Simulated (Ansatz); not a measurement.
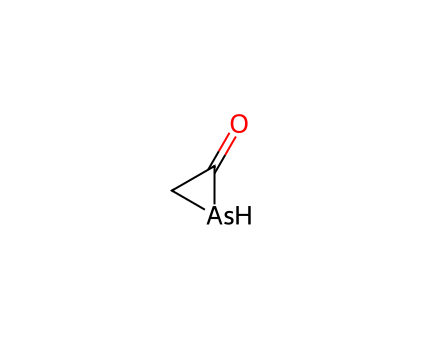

Transcribe the drawing into SMILES.

Answer. O=C1C[AsH]1

Give the formula, hydrogens included.

Answer. C2H3AsO.

An optimisation with PBE0-D4/def2-TZVP gave a structure of which point group?

Answer. C1.

More results for the same structure follow; atom numbers are the same in all pictures, views and colours differ. Computed geometry: PBE0-D4/def2-TZVP optimisation.

Geometry

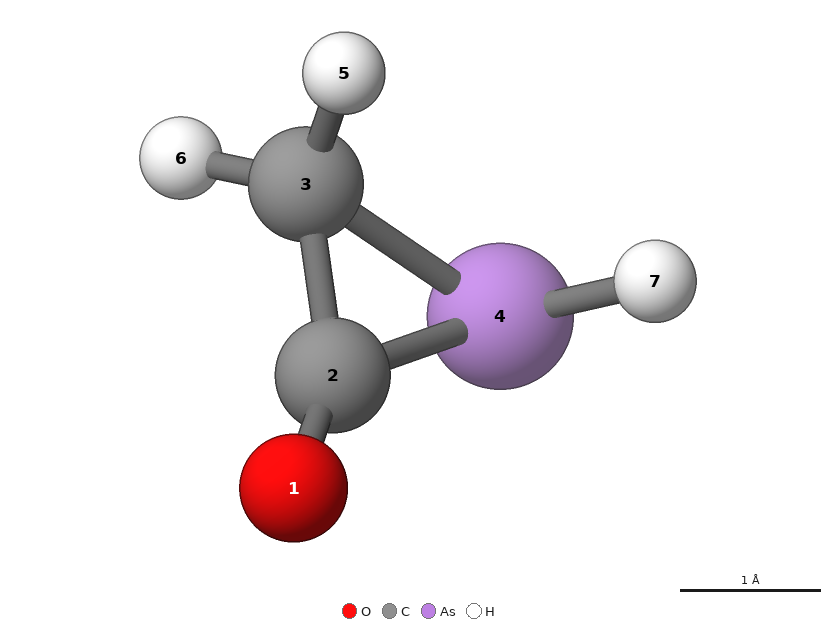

The atoms are numbered.

Which atoms are bonded, and how long are the bonds?

| bond | length (Å) | order |
| --- | --- | --- |
| O1–C2 | 1.181 | double |
| C2–C3 | 1.444 | single |
| C2–As4 | 2.015 | single |
| C3–As4 | 2.044 | single |
| C3–H5 | 1.086 | single |
| C3–H6 | 1.087 | single |
| As4–H7 | 1.525 | single |

Vibrations

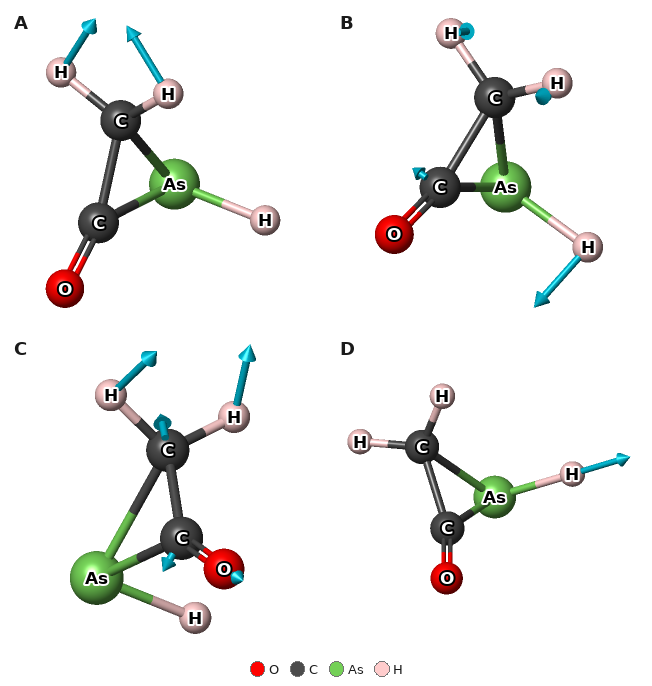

4 normal modes of one molecule or complex, as arrows. Harmonic vibrations computed with RKS PBE0-D4/def2-TZVP (Ansatz 0.2.0) at a stationary point of the same level.

Match the panels to the wavenumbers 251 cm⁻¹, 1003 cm⁻¹, 1387 cm⁻¹, 2198 cm⁻¹.

Answer. A: 1387 cm⁻¹, angle bending
B: 251 cm⁻¹
C: 1003 cm⁻¹
D: 2198 cm⁻¹, As–H stretching

Dipole moment

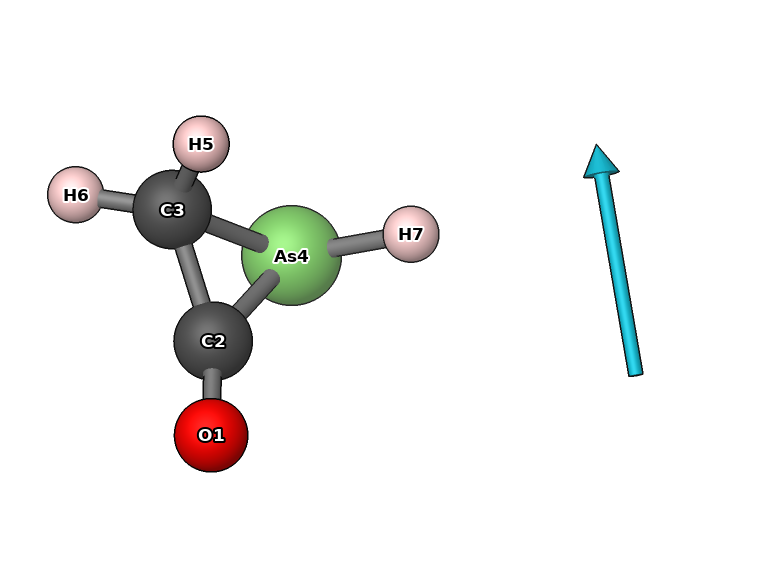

The arrow beside the molecule shows the direction of the dipole moment, from the negative to the positive end (its length means nothing). Level of theory: RKS PBE0-D4/def2-TZVP (Ansatz 0.2.0).

How large is the dipole moment?

Answer. 2.21 D; it points from the side of O1 to the side of H5, H6 (the outermost atoms at the two ends).

Levels of theory compared

Program: Ansatz 0.2.0.

Tabulate HOMO energy (eV) at these levels: B97M-V/def2-TZVPP; CAM-B3LYP-D4/def2-TZVPP; PBE0-D4/def2-SVP; SPW92 (LDA)/def2-TZVPP; r2SCAN0-D4/def2-TZVPP; r2SCANh-D4/def2-TZVPP; ωB97M-V/def2-SVP; ωB97X-V/def2-TZVPP.

```csv
level,HOMO energy (eV)
B97M-V/def2-TZVPP,−5.69
CAM-B3LYP-D4/def2-TZVPP,−7.84
PBE0-D4/def2-SVP,−6.53
SPW92 (LDA)/def2-TZVPP,−5.59
r2SCAN0-D4/def2-TZVPP,−6.76
r2SCANh-D4/def2-TZVPP,−6.10
ωB97M-V/def2-SVP,−8.58
ωB97X-V/def2-TZVPP,−8.76
```
